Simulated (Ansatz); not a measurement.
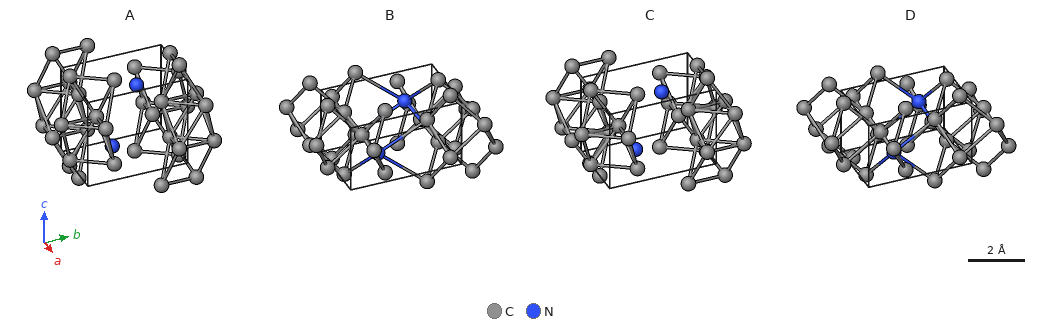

4 geometries from one relaxation of crystalline C3N (a generated structure, set up in P6_3/mmc) (coarse preliminary run), in shuffled order. The picture is a ball-and-stick view of the cell of the calculation, seen slightly off an axis.

The calculation used DFT PBE, scalar-relativistic, plane waves, PAW (Ansatz 0.2.0). Set-up: plane-wave cutoff 420 eV; k-point mesh 6 × 6 × 6; occupations gaussian; smearing width 0.1 eV; no spin polarisation; cell and atoms relaxed; force threshold 0.04 eV/Å; at most 70 steps.

> Order the frames from highest to lowest energy.

A, C, B, D. They are steps 0, 3, 6, 14, at +7.388 eV per cell of the calculation, +5.977 eV per cell of the calculation, +1.295 eV per cell of the calculation relative to the last. The largest moves relative to the cell, 0.36 Å, are those of C atoms. N stays in place. The drawn cell changes as follows: a = b 4.821 → 4.967 Å (+3.0 %), c 3.129 → 2.294 Å (−26.7 %); the volume changes by −22.2 %. Near-neighbour distances that change, for instance: C–C 1.683 → 2.353 Å, C–N 2.394 → 1.896 Å, C–C 1.842 → 1.778 Å. Bond angles that change, for instance: C–C–C 116.3° → 80.4°, C–C–C 149.4° → 135.1°. The space group stays P6_3/mmc (No. 194). Over 12 accepted moves (14 points after the start) the energy falls by 7.388 eV per cell of the calculation. Largest force component: 0.25 eV/Å at the start, 0.0097 eV/Å at the end. Pressure: −1.84 GPa at the start and −0.03 GPa at the end. The SCF was repeated twice at an unchanged geometry on a basis and grid sized afresh for the cell, which shifted the energy by 1.9 meV per cell of the calculation at most.
